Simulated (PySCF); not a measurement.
# SnCl4: structure of the singlet

Where does singlet SnCl4 go from a tetrahedral start, is the end point a minimum, and what are its modes, charges and moments?

The runs use PySCF 2.14.0; PBE, basis Sn def2-TZVP with ECP28, Cl def2-TZVP, scalar-relativistic core potentials, no spin–orbit coupling, density fitting.

## (1) Where the work starts

5 atoms, charge 0, spin multiplicity 1.

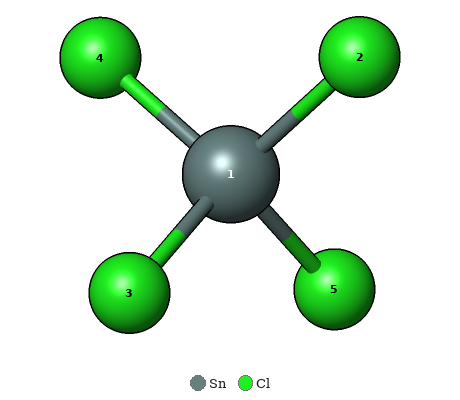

As it starts; tin teal, chlorine green; atoms are numbered from 1 in the order of the file.

Coordinates in bohr (charge 0 multiplicity 1):
```
Sn    0.0000    0.0000    0.0000
Cl    2.6077    2.6073    2.6077
Cl   -2.6077    2.6073   -2.6077
Cl    2.6077   -2.6073   -2.6077
Cl   -2.6077   -2.6073    2.6077
```

## (2) The SCF at the typed geometry

The steps below are one call of a driver around PySCF. For each, scf.py gives the equivalent set-up of the SCF; relaxations use the driver's own optimiser. After this first run the driver tries any further starts and a stability analysis.

Contents of scf.py:

```python
from pyscf import gto, scf, dft
mol = gto.M(atom='''
Sn     0.000000     0.000000     0.000000
Cl     1.379920     1.379700     1.379920
Cl    -1.379920     1.379700    -1.379920
Cl     1.379920    -1.379700    -1.379920
Cl    -1.379920    -1.379700     1.379920''',
    basis={'Sn': 'def2-TZVP', 'Cl': 'def2-TZVP'},
    ecp={'Sn': 'def2-TZVP'},
    charge=0, spin=0)
mf = dft.RKS(mol, xc='PBE')
mf.grids.atom_grid = (50, 194)
aux = {'Sn': 'def2-universal-JKFIT', 'Cl': 'def2-universal-JKFIT'}
mf = mf.density_fit(auxbasis=aux)
mf.conv_tol = 1e-08
mf.diis_space = 10
mf.max_cycle = 60
mf.init_guess = 'minao'
mf.verbose = 4
mf.kernel()
```

Started as:

```sh
> OMP_NUM_THREADS=4 python axn.py task.json out
```

The program printed:

```text
init E= -2018.12512862177
  HOMO = -0.595086863972886  LUMO = -0.549212473793441  gap/eV = 1.24831
cycle= 1 E= -2052.02897878333  delta_E= -33.9  |g|= 3.52  |ddm|=   31
cycle= 2 E= -2004.21546580724  delta_E= 47.8  |g|=   11  |ddm|= 33.3
  HOMO = -0.351785031796563  LUMO = -0.228415399137859  gap/eV = 3.35706
cycle= 3 E= -2054.48092345392  delta_E= -50.3  |g|= 0.654  |ddm|= 32.3
  HOMO = -0.277041260369264  LUMO = -0.165560587600595  gap/eV = 3.03354
cycle= 4 E= -2054.43863631785  delta_E= 0.0423  |g|= 0.789  |ddm|= 1.22
  HOMO = -0.301060723024929  LUMO = -0.179824682217827  gap/eV = 3.29900
cycle= 5 E= -2054.5835999127  delta_E= -0.145  |g|= 0.0421  |ddm|= 0.71
  HOMO = -0.304968491833721  LUMO = -0.186116495623793  gap/eV = 3.23413
cycle= 6 E= -2054.58404453971  delta_E= -0.000445  |g|= 0.00643  |ddm|= 0.0758
  HOMO = -0.304439119997231  LUMO = -0.185424491792119  gap/eV = 3.23855
cycle= 7 E= -2054.58404940767  delta_E= -4.87e-06  |g|= 0.00341  |ddm|= 0.00905
  HOMO = -0.304712391502401  LUMO = -0.185739748286082  gap/eV = 3.23741
cycle= 8 E= -2054.58405218482  delta_E= -2.78e-06  |g|= 0.000991  |ddm|= 0.00308
  HOMO = -0.304694057899832  LUMO = -0.185777450930715  gap/eV = 3.23589
cycle= 9 E= -2054.58405245113  delta_E= -2.66e-07  |g|= 0.000142  |ddm|= 0.00173
  HOMO = -0.304709262429972  LUMO = -0.185790026258402  gap/eV = 3.23596
cycle= 10 E= -2054.58405245629  delta_E= -5.17e-09  |g|= 3.98e-06  |ddm|= 0.000163
  HOMO = -0.304709384784048  LUMO = -0.18579030052409  gap/eV = 3.23595
Extra cycle  E= -2054.58405245629  delta_E=    0  |g|= 5.34e-06  |ddm|= 9.15e-06
converged SCF energy = -2054.58405245629
```

This step, with its further starts and checks, took 30 s on 4 threads of Intel Xeon Platinum 8259CL at 2.50GHz (Skylake/Cascade Lake), shared host.

The test of internal stability found no lower closed-shell solution.

## (3) Relaxation: tetrahedral start, singlet

The program finds Td symmetry in the start, which this walk keeps.

Changes to scf.py since step 2:

```diff
@@ -4,4 +4,4 @@
-Cl     1.379920     1.379700     1.379920
-Cl    -1.379920     1.379700    -1.379920
-Cl     1.379920    -1.379700    -1.379920
-Cl    -1.379920    -1.379700     1.379920''',
+Cl     1.379847     1.379847     1.379847
+Cl    -1.379847     1.379847    -1.379847
+Cl     1.379847    -1.379847    -1.379847
+Cl    -1.379847    -1.379847     1.379847''',
@@ -18 +17,0 @@
-mf.init_guess = 'minao'
```

Steps of the walk:

| step | energy (Eh) | change (kJ/mol) | largest symmetric gradient (Eh/bohr) |
| --- | --- | --- | --- |
| 0 | -2054.584052 | 0.00 | 0.01024 |
| 1 | -2054.588579 | -11.88 | 0.00389 |
| 2 | -2054.589211 | -13.54 | 0.00067 |
| 3 | -2054.589229 | -13.59 | 0.00004 |

The walk took 24 s.

Geometry (Å) and forces (eV/Å) at some steps:

```
step 0
Sn   0.000   0.000   0.000   0.000   0.000   0.000
Cl   1.380   1.380   1.380  -0.527  -0.527  -0.527
Cl  -1.380   1.380  -1.380   0.527  -0.527   0.527
Cl   1.380  -1.380  -1.380  -0.527   0.527   0.527
Cl  -1.380  -1.380   1.380   0.527   0.527  -0.527
step 1
Sn   0.000   0.000   0.000   0.000   0.000   0.000
Cl   1.352   1.352   1.352  -0.200  -0.200  -0.200
Cl  -1.352   1.352  -1.352   0.200  -0.200   0.200
Cl   1.352  -1.352  -1.352  -0.200   0.200   0.200
Cl  -1.352  -1.352   1.352   0.200   0.200  -0.200
step 2
Sn   0.000   0.000   0.000   0.000   0.000   0.000
Cl   1.335   1.335   1.335   0.035   0.035   0.035
Cl  -1.335   1.335  -1.335  -0.035   0.035  -0.035
Cl   1.335  -1.335  -1.335   0.035  -0.035  -0.035
Cl  -1.335  -1.335   1.335  -0.035  -0.035   0.035
step 3
Sn   0.000   0.000   0.000   0.000   0.000   0.000
Cl   1.338   1.338   1.338  -0.002  -0.002  -0.002
Cl  -1.338   1.338  -1.338   0.002  -0.002   0.002
Cl   1.338  -1.338  -1.338  -0.002   0.002   0.002
Cl  -1.338  -1.338   1.338   0.002   0.002  -0.002
```

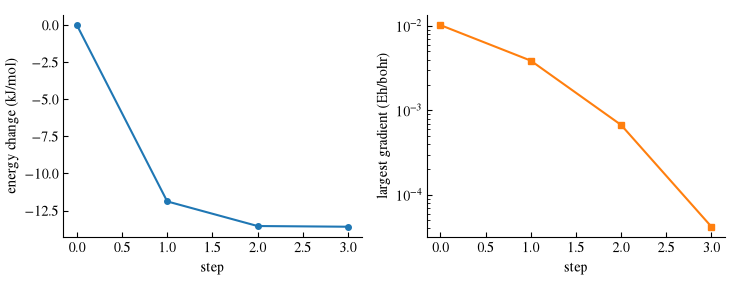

Energy and largest gradient along the walk.

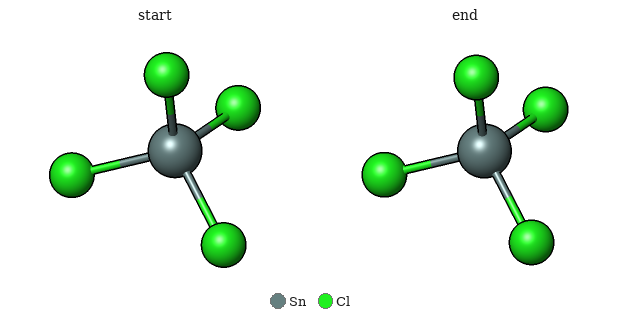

Start and end of the relaxation.

After 3 steps and 13.6 kJ/mol it ends at Td: Sn–Cl 2.317 Å (×4); Cl–Sn–Cl 109.5° (×6).

## (4) Is it a minimum? Harmonic modes

The point is checked on the finer grid, and tightened if its gradient asks for it. The Hessian and the dipole derivatives come from central differences of analytic gradients, with steps of 0.02 bohr.

Changes to scf.py since step 3:

```diff
@@ -4,4 +4,4 @@
-Cl     1.379847     1.379847     1.379847
-Cl    -1.379847     1.379847    -1.379847
-Cl     1.379847    -1.379847    -1.379847
-Cl    -1.379847    -1.379847     1.379847''',
+Cl     1.337396     1.337396     1.337396
+Cl    -1.337396     1.337396    -1.337396
+Cl     1.337396    -1.337396    -1.337396
+Cl    -1.337396    -1.337396     1.337396''',
@@ -12 +12 @@
-mf.grids.atom_grid = (50, 194)
+mf.grids.atom_grid = (75, 302)
@@ -15 +15 @@
-mf.conv_tol = 1e-08
+mf.conv_tol = 1e-10
```

This SCF starts from the last density.

Log of the central SCF (cycles and frontier levels):

```text
init E= -2054.58880264954
  HOMO = -0.305162112996366  LUMO = -0.160473884677671  gap/eV = 3.93717
cycle= 1 E= -2054.58880264953  delta_E= 6.82e-12  |g|= 4.58e-07  |ddm|= 7.36e-07
  HOMO = -0.305162150196606  LUMO = -0.16047389383219  gap/eV = 3.93717
Extra cycle  E= -2054.58880264954  delta_E= -1.23e-11  |g|= 7.1e-07  |ddm|= 1.11e-06
converged SCF energy = -2054.58880264954
```

The whole step took 75 s.

Geometry: Td; Sn–Cl 2.316 Å (×4); Cl–Sn–Cl 109.5° (×6).

Modes, for the most abundant isotopes:

```
symmetry  ω (cm⁻¹)  IR (km/mol)
       e        90          0.0
      t2       119         26.2
      a1       341          0.0
      t2       380          181
```

No imaginary mode, so this is a minimum.

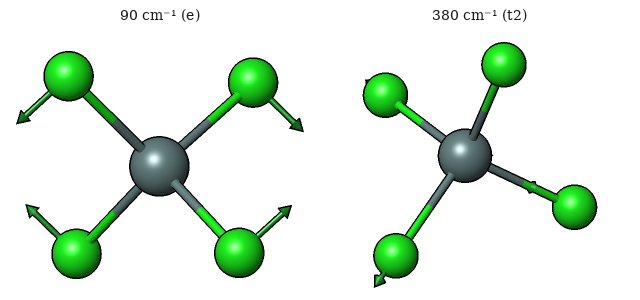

How the atoms move in 2 of the modes.

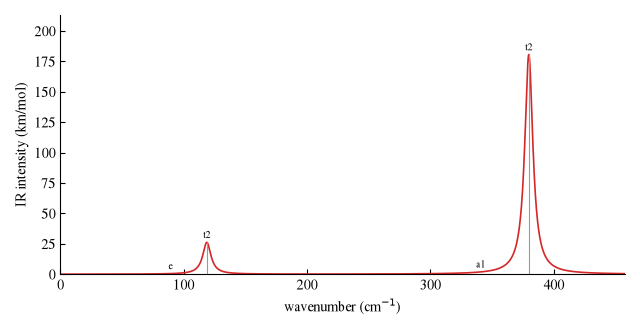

The harmonic infrared spectrum (widths in cm⁻¹). Lines are broadened to a width of 8 cm⁻¹ (Lorentzian).

Constants and moments:

* Dipole moment: 0.00 D
* Highest occupied level: -8.30 eV
* Lowest empty level: -4.37 eV
* Rotational constants: 0.03369, 0.03369, 0.03369 cm⁻¹
* Zero-point energy: 12.1 kJ/mol
* Principal polarisabilities: 88.5, 88.5, 88.5 bohr³
* Atomisation energy without zero-point energy: 1328 kJ/mol
* Principal traceless quadrupole moments about the centre of mass: 0.00, 0.00, 0.00 D Å
* Entropy at 298.15 K and 1 bar: 371.5 J/(mol K)
* Heat capacity Cp at 298.15 K: 99.6 J/(mol K)
* Enthalpy at 298.15 K above 0 K: 22.96 kJ/mol
* Rotational symmetry number: 12

Populations by atom (charges in e):

```tsv
atom	Mulliken	Löwdin	polar tensor	Mayer order to Sn1
Sn1	1.06	-0.43	1.97	–
Cl2,3,4,5	-0.26	0.11	-0.49	1.01
```

Mulliken populations on Sn1 (outside its core potential): s 3.14, p 7.32, d 10.37, f 0.11.

## (5) Summary of results

```
                                 quantity                                     value
                                  minimum                               singlet, Td
                                 geometry  Sn–Cl 2.316 Å (×4); Cl–Sn–Cl 109.5° (×6)
                       wavenumbers (cm⁻¹)      90 (e), 119 (t2), 341 (a1), 380 (t2)
                            dipole moment                                    0.00 D
     highest occupied, lowest empty level                           -8.30, -4.37 eV
               polar-tensor charge of Sn1                                   +1.97 e
                        zero-point energy                               12.1 kJ/mol
                      entropy at 298.15 K                           371.5 J/(mol K)
atomisation energy (no zero-point energy)                               1328 kJ/mol
```

**Reading.** The tetrahedral start keeps its Td symmetry and ends in a minimum. In the infrared the band at 380 cm⁻¹ (t2, stretch) leads. The dipole vanishes although Sn1 carries +2.0 e by the polar tensor: the bond dipoles cancel. Other starts or spin states, not run here, may lie lower.

The search up to here took 2.1 min.
